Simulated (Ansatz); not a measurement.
# Ligand exchange: BH(CH3)(OH) + C2H8O2Si → B(CH3)(OH)2 + C2H8OSi

Species: BH(CH3)(OH), singlet; C2H8O2Si `CC[SiH](O)O`, singlet; B(CH3)(OH)2 (methylboronic acid), singlet; C2H8OSi `CC[SiH2]O`, singlet. The partners trade H for OH: B–H and Si–OH bonds give way to B–OH and Si–H.

Shapes, held fixed at every level: PBE0-D4/def2-TZVP. Flexible molecules stand in one conformer, not always the lowest. Programs: Ansatz 0.2.0. The zero-point and thermal change to 298 K, harmonic and unscaled (PBE0-D4/def2-TZVP), is -1.0 kJ/mol.

| level | kind | ΔH(298 K) (kJ/mol) | less CCSD(T)/CBS estimate |
| --- | --- | --- | --- |
| HF/def2-SVP | Hartree–Fock | -28.6 | -24.3 |
| SPW92/def2-TZVPP | LDA | -14.1 | -9.8 |
| PBE-D4/def2-TZVPP | GGA | -10.7 | -6.4 |
| B3LYP-D4/def2-TZVPP | global hybrid | -6.5 | -2.2 |
| MP2/def2-SVP | perturbation theory | -27.7 | -23.4 |
| MP2/def2-TZVPP | perturbation theory | -3.8 | +0.5 |
| CCSD(T)/CBS estimate | coupled cluster or CI | -4.3 | 0.0 |

The highest level, CCSD(T)/CBS estimate, gives ΔH(298 K) = -4.3 kJ/mol; the levels span -28.6 to -3.8. The column of differences is taken from that level and isn't an error. No measured value is set beside it here. The CBS estimate extrapolates MP2 from def2-TZVPP and def2-QZVPP and adds CCSD(T) − MP2 in the triple-zeta set, cores frozen.

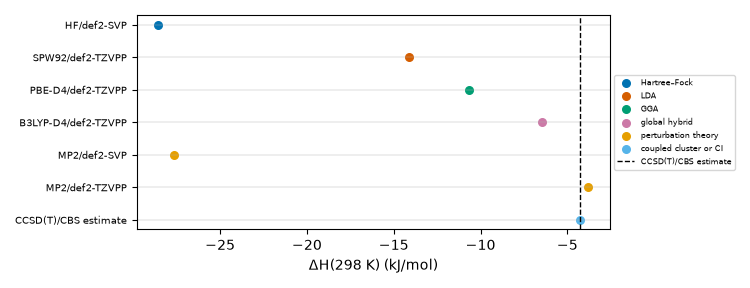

The values of the table, level by level.
